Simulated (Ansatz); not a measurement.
# Calculations on Si5H14

### Relaxation

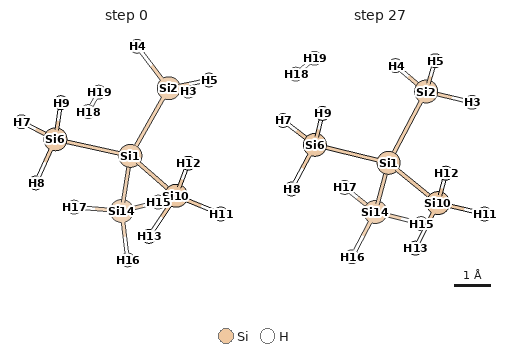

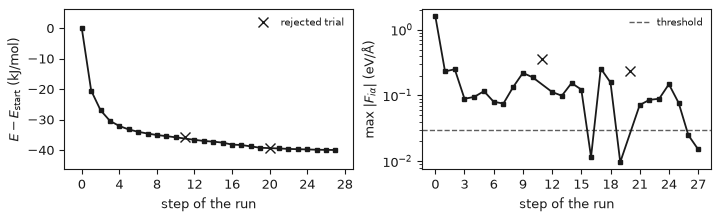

First and last geometry of a relaxation of Si$_{5}$H$_{14}$, with the history of the run. A ball-and-stick model, seen from a free direction.

The run prepares an end point of a later path (reaction) calculation, from a guessed geometry.

Method: RHF/def2-SVP in Ansatz 0.2.0.

The input:
```yaml
crystal:
  periodic: [false, false, false]
  atoms:
    - { symbol: Si, position_ang: [-0.008336, 0.035503, 0.11357] }
    - { symbol: Si, position_ang: [-0.044105, 0.015078, 2.382112] }
    - { symbol: H, position_ang: [-0.96329, -1.026076, 2.904704] }
    - { symbol: H, position_ang: [1.306145, -0.219965, 2.94976] }
    - { symbol: H, position_ang: [-0.515544, 1.331386, 2.886982] }
    - { symbol: Si, position_ang: [2.220781, 0.103254, -0.717292] }
    - { symbol: H, position_ang: [2.906091, -1.194371, -0.499667] }
    - { symbol: H, position_ang: [2.208433, 0.39558, -2.17142] }
    - { symbol: H, position_ang: [2.985981, 1.168041, -0.022884] }
    - { symbol: Si, position_ang: [-1.076669, 2.028456, -0.641943] }
    - { symbol: H, position_ang: [-2.531091, 1.972275, -0.346426] }
    - { symbol: H, position_ang: [-0.504126, 3.222149, 0.028925] }
    - { symbol: H, position_ang: [-0.899763, 2.177288, -2.108271] }
    - { symbol: Si, position_ang: [-1.212927, -1.764405, -0.886521] }
    - { symbol: H, position_ang: [-2.22665, -2.292198, 0.059332] }
    - { symbol: H, position_ang: [-1.901442, -1.280035, -2.107926] }
    - { symbol: H, position_ang: [-0.299755, -2.868573, -1.271487] }
    - { symbol: H, position_ang: [0.926269, -2.260447, 1.115009] }
    - { symbol: H, position_ang: [0.868399, -2.426139, 1.802944] }
basis:
  gaussian: { orbitals: def2-SVP }
hamiltonian:
  xc: hf
relax:
  f_tol: 0.03
  max_steps: 50
```

Command:
```bash
ansatz run input.yaml --threads 4 --pin off --max-ram 5120MiB --backend cpu --events-out ev --progress --plain --runs-dir out
```

What do the curves and the structures tell?

Answer. It converged. The largest move after the best rigid fit is that of H18, 2.49 Å. By element the largest moves are H 2.49 Å, Si 0.41 Å. Some distances before and after: Si1–Si2 2.269 → 2.376 Å, H18–H19 0.710 → 0.747 Å, Si1–Si14 2.386 → 2.376 Å, Si1–Si10 2.384 → 2.376 Å. Among the angles between lasting bonds that change: Si2–Si1–Si14 113.9° → 109.6°, Si10–Si1–Si14 105.8° → 109.5°, Si6–Si1–Si10 106.6° → 109.4°. Groups turn about Si1–Si2 by about 50°, Si1–Si14 by about 35°. After 25 accepted moves (27 points after the start) the energy has fallen by 40.0 kJ/mol. The largest force component goes from 1.6 to 0.015 eV/Å. The line search rejected the trial steps at points 11, 20 of the run. The forces were under the threshold at step 16, but the run went on from there. Cost: 60 s on 4 threads of Arm Neoverse V1 (shared host), peak memory 0.49 GiB.

Limits of the set-up: the start holds two separate molecules, 2.5 Å apart at their closest, whose relative position is a soft coordinate and is computed without a dispersion correction; Hartree-Fock leaves out electron correlation.

### Relaxation

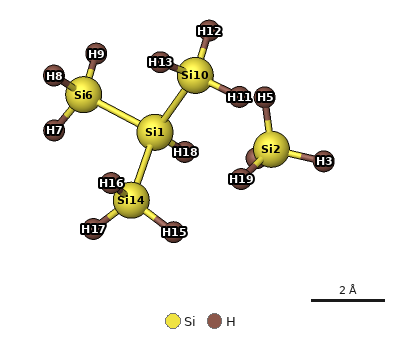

This is the input geometry for a relaxation of Si5H14. The picture is a ball-and-stick view, seen at a tilt.

The run prepares an end point of a later path (reaction) calculation, from a guessed geometry.

The calculation used RHF/def2-SVP in Ansatz.

Input
```yaml
crystal:
  periodic: [false, false, false]
  atoms:
    - { symbol: Si, position_ang: [0.393859, -0.33498, -0.177512] }
    - { symbol: Si, position_ang: [-0.487744, -0.136258, 3.151125] }
    - { symbol: H, position_ang: [-1.466477, -0.030648, 4.262488] }
    - { symbol: H, position_ang: [0.758304, -0.746582, 3.658703] }
    - { symbol: H, position_ang: [-0.192568, 1.220554, 2.654804] }
    - { symbol: Si, position_ang: [2.433994, -0.057086, -1.371764] }
    - { symbol: H, position_ang: [3.15452, -1.350045, -1.475189] }
    - { symbol: H, position_ang: [2.137813, 0.432782, -2.742761] }
    - { symbol: H, position_ang: [3.315242, 0.930998, -0.700757] }
    - { symbol: Si, position_ang: [-0.814576, 1.709593, -0.277159] }
    - { symbol: H, position_ang: [-2.126945, 1.59872, 0.406909] }
    - { symbol: H, position_ang: [-0.049928, 2.833877, 0.313907] }
    - { symbol: H, position_ang: [-1.047713, 1.997345, -1.715677] }
    - { symbol: Si, position_ang: [-0.897539, -2.019603, -1.261176] }
    - { symbol: H, position_ang: [-1.997803, -2.480095, -0.378374] }
    - { symbol: H, position_ang: [-1.484593, -1.475581, -2.511058] }
    - { symbol: H, position_ang: [-0.041111, -3.181922, -1.603769] }
    - { symbol: H, position_ang: [0.653462, -0.829479, 1.174336] }
    - { symbol: H, position_ang: [-1.001797, -0.964791, 2.062424] }
basis:
  gaussian: { orbitals: def2-SVP }
hamiltonian:
  xc: hf
relax:
  f_tol: 0.03
  max_steps: 50
```

Run as
```bash
ansatz run input.yaml --threads 4 --pin off --max-ram 5120MiB --backend cpu --events-out ev --progress --plain --runs-dir out
```

Q: Where does the relaxation end?

A: The energy falls by 55.5 kJ/mol in 12 geometry steps. The largest force component goes from 0.94 to 0.016 eV/Å. The forces were under the threshold at step 8, but the run went on from there. The atom that moves furthest after the best rigid fit is H19 (1.46 Å). By element the largest moves are H 1.46 Å, Si 1.18 Å. Among the contacts that change: Si1–H18 1.463 → 1.489 Å, Si2–H19 1.462 → 1.482 Å, Si2–H5 1.475 → 1.482 Å. Bond angles that change, for instance: Si10–Si1–H18 114.8° → 108.7°, Si1–Si10–H13 106.7° → 109.4°, Si14–Si1–H18 106.1° → 108.5°.

History of the run:

| step | E − E(0), kJ/mol | largest force component, eV/Å |
| --- | --- | --- |
| 0 | 0.00 | 0.9371 |
| 1 | -27.34 | 0.2821 |
| 2 | -42.10 | 0.2580 |
| 3 | -49.84 | 0.1194 |
| 4 | -53.27 | 0.0437 |
| 5 | -54.35 | 0.0900 |
| 6 | -54.71 | 0.0616 |
| 7 | -54.98 | 0.0398 |
| 8 | -55.18 | 0.0273 |
| 9 | -55.31 | 0.0607 |
| 10 | -55.40 | 0.0433 |
| 11 | -55.42 | 0.0443 |
| 12 | -55.46 | 0.0160 |

The structure at the end:

```xyz
19

Si    0.5926   -0.3115   -0.6593
Si   -0.9277   -0.1718    4.2418
H    -1.6973    0.0767    5.4828
H     0.3371   -0.8672    4.5743
H    -0.6228    1.1197    3.5828
Si    2.5559   -0.0219   -1.9636
H     3.3303   -1.2858   -2.0246
H     2.1785    0.3720   -3.3444
H     3.4133    1.0412   -1.3832
Si   -0.6359    1.7186   -0.5600
H    -1.8962    1.5301    0.1991
H     0.1700    2.7762    0.0973
H    -0.9717    2.1608   -1.9363
Si   -0.7458   -2.0490   -1.5698
H    -1.9227   -2.3067   -0.7031
H    -1.2245   -1.6532   -2.9189
H     0.0446   -3.2993   -1.6940
H     0.9908   -0.6966    0.7231
H    -1.7302   -1.0154    3.3255
```

The end point in the same view:

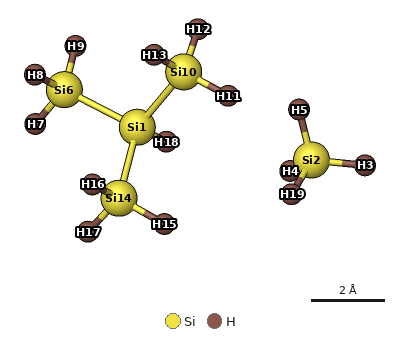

Limits of the set-up: Hartree-Fock leaves out electron correlation.

### Path

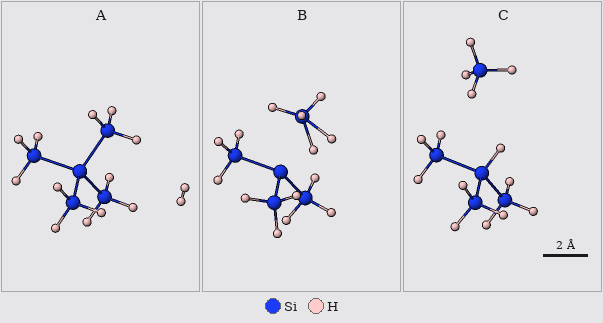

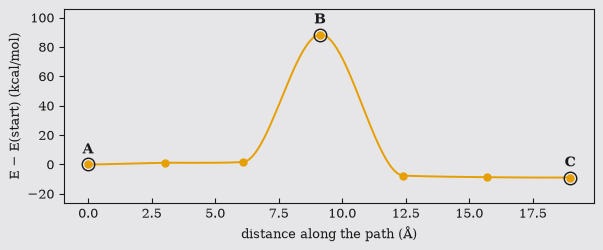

NEB run on Si₅H₁₄, made up at the start of Si₅H₁₂ and H2. Images are numbered from 0 (start) to 6 (end). Frames A to C are images 0, 3, 6. The picture is a ball-and-stick view, seen from a free direction.

Method: Ansatz 0.2.0, RHF/def2-SVP. Settings: 5 movable images; climbing image; force threshold 0.05 eV/Å; iteration limit 60; starting path through a guess of the saddle point.

What happens along the path, and what is the barrier?

Breaking: H–H (0.75 → 3.78 Å), Si–Si (2.38 → 5.13 Å). Forming: 2 H–Si (5.01–5.54 → 1.48–1.49 Å). The energy climbs by 88.5 kcal/mol to image 3 and then falls by 97.4 kcal/mol, so the end point sits at −8.9 kcal/mol. The band converged in 31 iterations. The largest component of the band force went from 4.8 to 0.048 eV/Å. The climbing image converged on the top of the path. Its vibrational analysis gives 3 imaginary modes over 30i cm⁻¹, so it isn't confirmed as a transition state.

Limits of the set-up: the start holds two separate molecules, 3.6 Å apart at their closest, whose relative position is a soft coordinate and is computed without a dispersion correction; Hartree-Fock leaves out electron correlation.

Cost: 5.6 min on 4 threads of Arm Neoverse V1 (shared host), peak memory 0.5 GiB.
